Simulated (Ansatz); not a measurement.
# A hypothetical structure for TeS2, part 2 of 2

Starting from a made-up structure for TeS2, the aim is the relaxed cell, its shortest contacts and, where a second run follows, its electronic structure.

Ansatz 0.2.0; DFT, r2SCAN, plane-wave PAW, files of the set soft_1, scalar-relativistic, no spin, cell and ions relaxed at zero pressure; PAW set soft_1 (the session's first sound run).

So far: The structure; Relaxation of the guess. The relaxed cell has a = 3.813, c = 6.152 Å (conventional setting).

### 3. Bands of the relaxed cell

With the geometry fixed, one more self-consistent run, with a narrower smearing and the mesh shown in its input, gives the bands, and its pressure, and its forces where symmetry allows any, show how far the geometry depends on these settings.

This step: DFT, r2SCAN, plane-wave PAW, files of the set soft_1, scalar-relativistic, no spin, bands and density of states at the relaxed cell; PAW set soft_1 (Ansatz 0.2.0).

The input, input.yaml:

```yaml
crystal:
  lattice:
    - [3.8126302421, 0.0, 0.0]
    - [-1.9063151211, 3.3018346449, 0.0]
    - [0.0, 0.0, 6.1517711725]
  atoms:
    - { symbol: Te, position: [0.0, 0.0, 0.0] }
    - { symbol: S, position: [0.3333333333, 0.6666666667, 0.2505456233] }
    - { symbol: S, position: [0.6666666667, 0.3333333333, 0.7494543767] }
kpoints:
  mp_grid: { grid: [10, 10, 6] }
  band_path:
    path:
      - [[0.0, 0.0, 0.0], [0.5, 0.0, 0.0], [0.33333333, 0.33333333, 0.0], [0.0, 0.0, 0.0], [0.0, 0.0, 0.5], [0.5, 0.0, 0.5], [0.33333333, 0.33333333, 0.5], [0.0, 0.0, 0.5]]
      - [[0.5, 0.0, 0.5], [0.5, 0.0, 0.0]]
      - [[0.33333333, 0.33333333, 0.0], [0.33333333, 0.33333333, 0.5]]
    npoints: 8
scf:
  occupations: { method: fermi_dirac, width: 0.03 }
  n_extra_bands: 7
hamiltonian:
  xc: r2scan
  pseudopotentials: { kind: paw, azcp: { folder: soft_1 } }
output:
  forces: true
  stress: true
  write_bands: true
  dos: { projected: true }
  write_density: true
  write_potential: true
  elf: true
  volumetric_format: npy
```

Command:

```
$ ansatz run input.yaml --threads 4 --pin off --max-ram 8192MiB --backend cpu --events-out ev --progress --plain --runs-dir out
```

Numbers of over 12 decimals in the logs are rounded to 6 here.

Log:

```text
[...]
Crystal: 3 atoms, lattice volume = 77.443 Å³
Basis set: ecut = 500 eV, 1949 PW (Γ), exchange–correlation on 120×120×180 points (64 copies of the dense FFT grid, shifted against one another)
Bands: 21, of which v1, the nominal top of the filled ones, is band 14 counted from 1 (13 counted from 0)
Symmetry: 12 space group operations
[...]
k-points: 72 of 600
[...]
SCF iter   8: F=-8806.193994 eV  HF=-8806.193994 eV  |F-HF|=3.63e-9  |Δ(HF+E_count)|=   4.65e-9  Δρ=3.26e-6  dr2=1.18e-8  dr2_τ=8.31e-10  ethr=3.57e-10  ⟨swp⟩=13.0  Hψ=11464  notcnv=0
SCF 1 converged in 8 iterations: F = -8806.193994 eV  dr2 = 1.18e-8
[...]
NSCF: frozen V_eff on 75 k-points
SCF converged after 8 iterations
Free energy (F): -8806.193994 eV
[...]
Internal energy: -8806.193993 eV  (E = F + TS)
E sigma→0 (E₀):  -8806.193993 eV
Entropy (-TS):   -0.000001 eV (-0.000 meV/atom)
Fermi energy:    6.411827 eV
[...]
--- Forces (eV/Å), atoms counted from 1 ---
  atom   1  Te     0.00000000     0.00000000     0.00000000
  atom   2  S     -0.00000000     0.00000000    -0.00081071
  atom   3  S      0.00000000    -0.00000000     0.00081071
  max |Σ_I F_I| component: 1.08e-19 eV/Å
--- Stress (GPa, compression-positive) ---
       -0.009675      -0.000000       0.000000
       -0.000000      -0.009675      -0.000000
        0.000000      -0.000000       0.030614
  P = ⅓ Tr σ = 0.0038 GPa (0.038 kbar)
--- Band table (eV; the first three rows and the last of 72) ---
  k-point 0: bands = [... 10 lower, 4.4573, 4.5512, 4.5512, 4.7269, 6.9943, 7.8546, 7.8546, 13.5764, ... 3 higher]
  k-point 1: bands = [... 10 lower, 3.9348, 4.5756, 4.5756, 5.2056, 6.9252, 7.8056, 7.8056, 13.6819, ... 3 higher]
  k-point 2: bands = [... 10 lower, 3.4227, 4.6251, 4.6251, 5.6723, 6.7552, 7.7083, 7.7083, 13.6527, ... 3 higher]
  k-point 71: bands = [... 10 lower, 1.1253, 4.5515, 4.6886, 6.1211, 8.6174, 9.0349, 9.5115, 13.4757, ... 3 higher]
```

Run time: 6.4 s. Hardware: 4 threads of Arm Neoverse V2, shared host; peak memory 0.59 GiB; 24 s of CPU time.

Numbers from this step:

```yaml
free_energy: -8806.1940 eV
fermi_energy: 6.412 eV
gap_by_band_count: 0.5131 eV
pressure: 0.003755 GPa
```

From bands.tsv. The electronic bands at the labelled points (eV, zero at the valence top; v1 is the highest filled band, c1 the lowest empty one):

```
    point     v4     v3     v2     v1    c1    c2    c3    c4
        Γ  -1.70  -1.61  -1.61  -1.43  0.83  1.69  1.69  7.42
        M  -4.20  -2.19  -1.52  -0.95  1.71  2.77  4.29  4.85
        K  -5.10  -2.33  -2.33  -0.65  3.68  3.68  3.91  6.82
        Γ  -1.70  -1.61  -1.61  -1.43  0.83  1.69  1.69  7.42
        A  -2.74  -1.51  -1.51  -0.27  0.47  1.50  1.50  7.42
        L  -3.68  -1.98  -1.78  -1.19  2.40  2.93  3.22  5.17
        H  -5.29  -1.51  -1.51   0.00  2.64  2.64  3.38  8.00
        A  -2.74  -1.51  -1.51  -0.27  0.47  1.50  1.50  7.42
jump to L  -3.68  -1.98  -1.78  -1.19  2.40  2.93  3.22  5.17
        M  -4.20  -2.19  -1.52  -0.95  1.71  2.77  4.29  4.85
jump to K  -5.10  -2.33  -2.33  -0.65  3.68  3.68  3.91  6.82
        H  -5.29  -1.51  -1.51   0.00  2.64  2.64  3.38  8.00
```

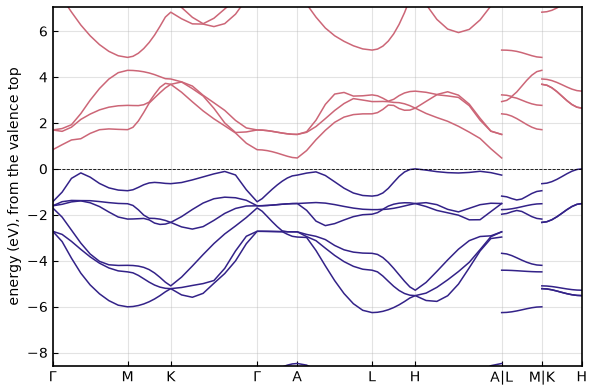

Electronic bands along the path; lines of filled and empty bands in two colours.

Counts of states for the cell as run, both spins, by energy window (eV from the valence-band top): Near the top, bands beyond those computed are missing, so counts there can be too low.

```
from  to  total
  -8  -7   0.00
  -7  -6   0.16
  -6  -5   1.68
  -5  -4   2.37
  -4  -3   1.48
  -3  -2   1.52
  -2  -1   2.92
  -1   0   1.86
   0   1   0.03
   1   2   0.95
   2   3   2.91
   3   4   2.01
   4   5   0.11
```

Below -8 eV lie 16.0 more states.

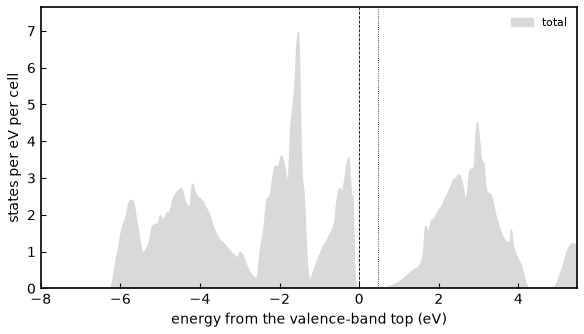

Total density of states, smoothed over about 0.04 eV. The dotted line marks the lowest empty level found on the path.

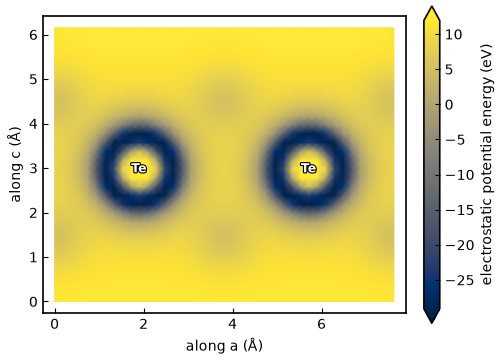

Electrostatic potential energy in the ac plane at fractional y = 0.000, with atoms of Te within 0.2 Å of it. With pseudopotentials it is smooth inside the atoms' cores, unlike the true potential. The map starts off the cell's origin, so that atoms lie inside it.

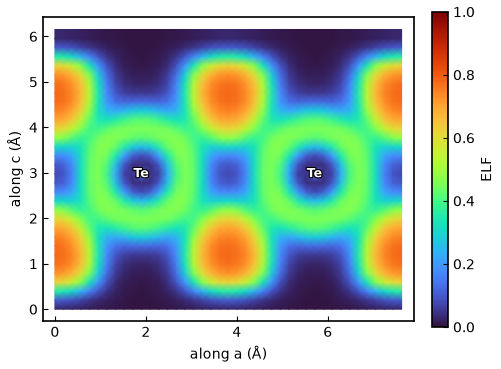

ELF in the ac plane at fractional y = 0.000, with atoms of Te within 0.2 Å of it. It is the smooth field of the valence electrons, not physical close to the nuclei. The map starts off the cell's origin, so that atoms lie inside it.

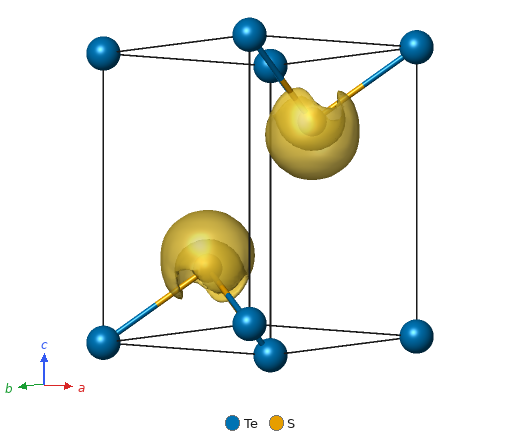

Surface of ELF = 0.83. Bonds to atoms that aren't drawn are left out.

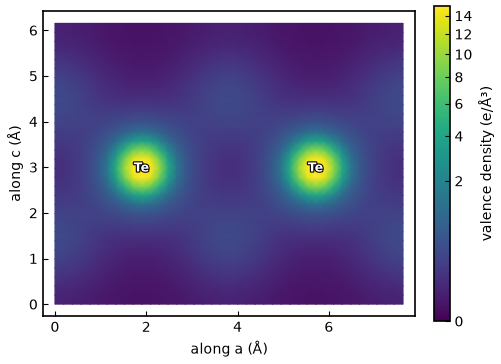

Valence density in the ac plane at fractional y = 0.000, with atoms of Te within 0.2 Å of it. It is the smooth field of the valence electrons, not physical close to the nuclei. The map starts off the cell's origin, so that atoms lie inside it. The colour scale is stretched toward low values.

### 4. Summary of results

```
space group, relaxed : P-3m1
conventional cell    : a = 3.813, b = 3.813, c = 6.152 Å; α = 90.0°, β = 90.0°, γ = 120.0°
volume per atom      : 25.81 Å³ (guess 24.31)
```

**Reading.** TeS2 relaxes to P-3m1 with a = 3.813, b = 3.813 and c = 6.152 Å. The guessed volume was 6 % too small. The space group P-3m1 was held in the relaxation, so the end point is a stationary structure within it and may be a saddle against distortions or other arrangements. It has an indirect Kohn–Sham gap of 0.47 eV, which semilocal functionals understate. On the 10×10×6 mesh with the narrower smearing (relaxed on 8×8×5) the largest force component is 0.001 eV/Å and the largest stress component is 0.031 GPa, within the relaxation's thresholds of 0.015 eV/Å and 0.05 GPa. The cutoff wasn't tested. Spin-orbit coupling is left out, which can matter for elements this heavy. No dispersion term is used, so weakly bound directions may come out too long. Nothing here tests whether the compound is stable against decomposition.

[Logs are printed without paths, hosts, clocks, repeated set-up lines and the standing remarks that a program may print on its own settings, such as how far it seeks lower states.]

[Hosts, paths, dates, database ids (printed as entryN), source tags and the programs' standing remarks are cut or masked in the printed files.]
